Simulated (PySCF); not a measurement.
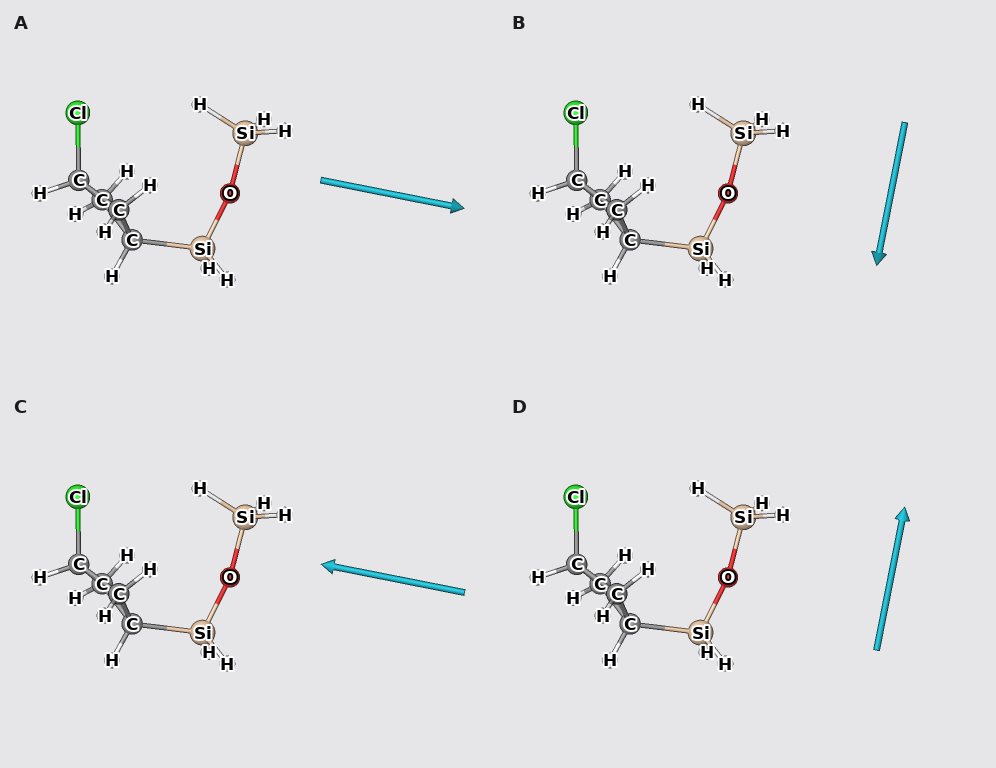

The same molecule four times, each with an arrow. The geometry was computed by an optimisation with GFN2-xTB. No frequency run is at hand to confirm it as a minimum. Method: PBE0/pcSseg-1, gas phase (PySCF 2.14.0).

### Which arrow points along the dipole moment, from the negative to the positive end?

B. The dipole moment is 1.77 D.

The geometry is semi-empirical. Around Si such bond lengths and angles can be off by a tenth of an ångström or more and by several degrees, and values that hang on the shape move with them.
